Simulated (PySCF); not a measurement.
# CHClGaNO (SMILES O=C=[N][GaH][Cl]) at 5 levels

Aim: a comparison of 5 runs (B3LYP/6-31G*, BLYP/def2-SVP, PBE0/def2-SVP, BP86/def2-SVPD, PBE/def2-TZVP) of CHClGaNO. Input form: a Python script.

Program for the calculation: PySCF 2.14.0.

**1. The molecule**

The species is CHClGaNO (6 atoms), meant as a singlet with charge 0. As SMILES, `O=C=[N][GaH][Cl]`. The coordinates come from a PBE0-D4/def2-TZVP relaxation. This is one conformer, not always the lowest.

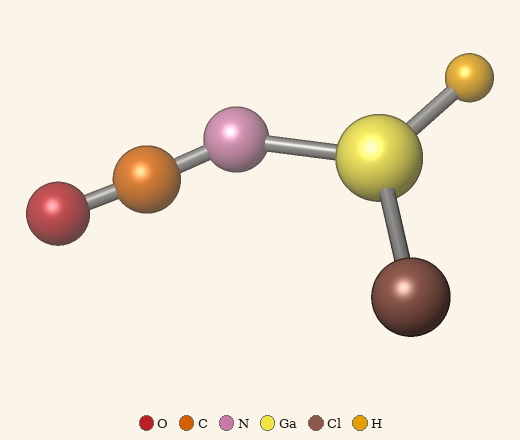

Viewed from a chosen angle; oxygen red, carbon orange, nitrogen pink, gallium yellow, chlorine brown, hydrogen amber.

**2. Energy and forces at B3LYP/6-31G(d) (spherical functions) (run 1)**

File calc.py:

```python
from pyscf import gto, dft

molecule = gto.M(
    atom='''
O       -0.700200      -2.626600      -0.696700
C       -0.691800      -1.486000      -0.467600
N       -0.756800      -0.304700      -0.247900
Ga       0.248500       1.124400       0.275700
Cl       2.297400       0.694600       0.677800
H       -0.354900       2.534400       0.412700
''',
    basis='6-31g*',
    max_memory=1860,
    verbose=3,
)

mf = dft.RKS(molecule, xc='b3lyp')
mf.conv_tol = 1e-10
mf.grids.level = 5
mf.kernel()
if not mf.converged:
    mf = mf.newton().run(mf.mo_coeff, mf.mo_occ)

e_final = mf.e_tot
print('E = %.10f Eh' % e_final)
grad = mf.nuc_grad_method().kernel()
dip = mf.dip_moment()
pop, q = mf.mulliken_pop()
```

Started as:

```
$ OMP_NUM_THREADS=1 python calc.py
```

What it wrote:

```text
converged SCF energy = -2553.57762556567
[... 10 lines left out ...]
Dipole moment(X, Y, Z, Debye): -0.74397,  2.19439,  0.25962
[... 101 lines left out ...]
charge of    5H =      0.10459
```

Run time: 30 s. Hardware: 1 thread of Intel Xeon Platinum 8488C (Sapphire Rapids), shared host; peak memory 0.92 GiB.

**3. Energy and gradient at BLYP/def2-SVP (run 2)**

File start.xyz:

```xyz
6
CHClGaNO
O     -0.700200    -2.626600    -0.696700
C     -0.691800    -1.486000    -0.467600
N     -0.756800    -0.304700    -0.247900
Ga     0.248500     1.124400     0.275700
Cl     2.297400     0.694600     0.677800
H     -0.354900     2.534400     0.412700
```

File input.py:

```python
# O=C=[N][GaH][Cl]
import pyscf.grad
from pyscf import gto, dft

system = gto.M(
    atom='start.xyz',
    charge=0,
    max_memory=1860,
    verbose=4,
    basis='def2-svp',
)

calc0 = dft.RKS(system)
calc0.xc = 'blyp'
calc0.conv_tol = 1e-10
calc0.grids.level = 5
calc0.kernel()
if not calc0.converged:
    calc0 = calc0.newton().run(calc0.mo_coeff, calc0.mo_occ)

etot = calc0.e_tot
print('E = %.10f Eh' % etot)
grad = calc0.Gradients().kernel()
calc0.analyze()
```

Started as:

```
$ OMP_NUM_THREADS=1 python input.py
```

What it wrote:

```text
PySCF version 2.14.0

[... 112 lines left out ...]
MO #7   energy= -18.8304188003086  occ= 2
[... 17 lines left out ...]
MO #25  energy= -0.719394663021938 occ= 2
[... 17 lines left out ...]
MO #43  energy= 0.147527792359232  occ= 0
[... 17 lines left out ...]
MO #61  energy= 0.759456411760254  occ= 0
[... 17 lines left out ...]
MO #79  energy= 1.5777055049989    occ= 0
[... 17 lines left out ...]
MO #97  energy= 3.70001175413999   occ= 0
[... 106 lines left out ...]
Dipole moment(X, Y, Z, Debye): -0.42239,  1.96158,  0.28982
```

Wall time 25 s (1 thread of Intel Xeon Platinum 8488C (Sapphire Rapids), shared host); peak memory 0.95 GiB.

Run 3 isn't shown in full; the table further down has it.

**4. Energy and gradient at BP86/def2-SVPD (run 4)**

File input.py:

```python
from pyscf import gto, dft

system = gto.M(
    atom='''
O     -1.323186    -4.963555    -1.316572
C     -1.307313    -2.808133    -0.883636
N     -1.430145    -0.575800    -0.468463
Ga     0.469597     2.124808     0.520997
Cl     4.341457     1.312604     1.280856
H     -0.670664     4.789322     0.779890
''',
    charge=0,
    spin=0,
    basis='def2-svpd',
    max_memory=1860,
    unit='bohr',
    verbose=3,
)

mf = dft.RKS(system, xc='bp86')
mf.grids.level = 5
mf.conv_tol = 1e-10
mf.kernel()
if not mf.converged:
    mf = mf.newton().run(mf.mo_coeff, mf.mo_occ)

etot = mf.e_tot
print('Final energy', etot)
grad = mf.nuc_grad_method().kernel()
mf.analyze()
```

Started as:

```
$ OMP_NUM_THREADS=1 python input.py
```

What it wrote:

```text
converged SCF energy = -2553.63699825388
[... 31 lines left out ...]
MO #21  energy= -0.794843265534563 occ= 2
[... 22 lines left out ...]
MO #44  energy= 0.0693625825402826 occ= 0
[... 22 lines left out ...]
MO #67  energy= 0.312503804885324  occ= 0
[... 22 lines left out ...]
MO #90  energy= 0.730952084901608  occ= 0
[... 22 lines left out ...]
MO #113 energy= 1.62384773238408   occ= 0
[... 22 lines left out ...]
MO #136 energy= 3.87954109797041   occ= 0
[... 7 lines left out ...]
Dipole moment(X, Y, Z, Debye): -0.70150,  2.28917,  0.28861
```

It took 43 s on 1 thread of Intel Xeon Platinum 8488C (Sapphire Rapids), shared host; peak memory 1.5 GiB.

**5. Energy and gradient at PBE/def2-TZVP (run 5)**

File job.py:

```python
# O=C=[N][GaH][Cl]
from pyscf import gto, dft

molecule = gto.M(
    atom=[
    ('O', (-0.700200, -2.626600, -0.696700)),
    ('C', (-0.691800, -1.486000, -0.467600)),
    ('N', (-0.756800, -0.304700, -0.247900)),
    ('Ga', (0.248500, 1.124400, 0.275700)),
    ('Cl', (2.297400, 0.694600, 0.677800)),
    ('H', (-0.354900, 2.534400, 0.412700)),
],
    max_memory=1860,
    verbose=3,
    spin=0,
    basis='def2-tzvp',
)

myscf = dft.RKS(molecule)
myscf.xc = 'pbe'
myscf.conv_tol = 1e-10
myscf.grids.level = 5
myscf.kernel()
if not myscf.converged:
    myscf = myscf.newton().run(myscf.mo_coeff, myscf.mo_occ)

energy = myscf.e_tot
print('Final energy', energy)
grad = myscf.nuc_grad_method().kernel()
dip = myscf.dip_moment()
pop, q = myscf.mulliken_pop()
```

Started as:

```
$ OMP_NUM_THREADS=1 python job.py
```

What it wrote:

```text
converged SCF energy = -2553.25078605346
Final energy -2553.2507860534643
[... 9 lines left out ...]
Dipole moment(X, Y, Z, Debye): -0.60442,  2.22257,  0.29845
[... 191 lines left out ...]
charge of    5H =     -0.02045
```

It took 91 s on 1 thread of Intel Xeon Platinum 8488C (Sapphire Rapids), shared host; peak memory 2.6 GiB.

**6. All runs side by side**

| run | level | energy (Eh) | dipole moment (D) | HOMO energy (eV) | LUMO energy (eV) | wall time |
| --- | --- | --- | --- | --- | --- | --- |
| 1 | B3LYP/6-31G* (spherical functions) | -2553.577626 | 2.33 | -8.40 | -2.05 | 30 s |
| 2 | BLYP/def2-SVP | -2553.342372 | 2.03 | -7.07 | -2.35 | 25 s |
| 3 | PBE0/def2-SVP | -2552.721035 | 2.35 | -8.72 | -1.72 | 23 s |
| 4 | BP86/def2-SVPD | -2553.636998 | 2.41 | -7.66 | -2.77 | 43 s |
| 5 | PBE/def2-TZVP | -2553.250786 | 2.32 | -7.44 | -2.60 | 91 s |

**7. Results**

| quantity | value |
| --- | --- |
| run 5: total energy | -2553.25079 Eh |
| run 5: dipole moment | 2.32 D |
| run 5: HOMO energy | -7.44 eV |
| run 5: LUMO energy | -2.60 eV |
| run 5: HOMO–LUMO gap | 4.85 eV |
| run 5: largest force on an atom | 1.474 eV/Å |

The dipole moment (its size) runs from 2.03 D (BLYP/def2-SVP) to 2.41 D (BP86/def2-SVPD). The two ends differ in method and basis. The HOMO–LUMO gap runs from 4.72 eV (BLYP/def2-SVP) to 7.01 eV (PBE0/def2-SVP). Totals of different functionals can't be ranked against each other. All runs together took 3.5 min, the longest 91 s.
